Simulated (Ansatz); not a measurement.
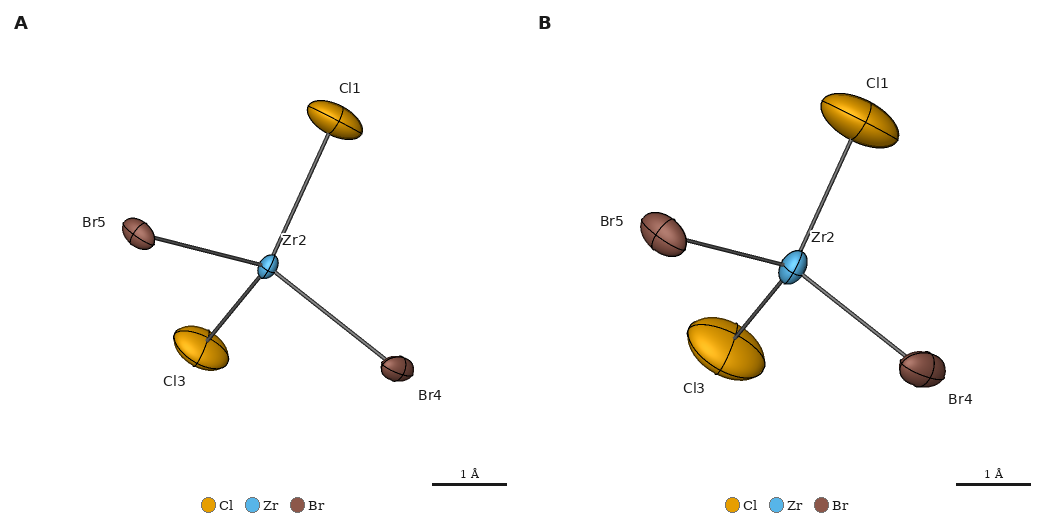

Displacement ellipsoids at the 50 % level, scaled by 2, from the internal vibrations of the free molecule (harmonic, no overall translation or rotation; no half-axis is drawn under 0.075 Å). The species is neutral and a spin singlet. Vibrations computed with RKS PBE0-D4/def2-TZVP, core potentials on Zr (Ansatz 0.2.0). One panel is for 298 K, the other for 600 K.

Question: Which panel is for 600 K?

Answer: B.

Question: How much does the mean-square displacement of Br5 grow, and why?

Answer: U_eq goes from 0.0045 to 0.0090 Å², a factor of 2.0. Modes below kT (417 cm⁻¹ at 600 K) grow about in proportion to T, and the lowest lies at 67 cm⁻¹; the mean-square amplitude of a mode is its zero-point value times coth(ħω/2kT), which comes close to 1 only above about 3kT.
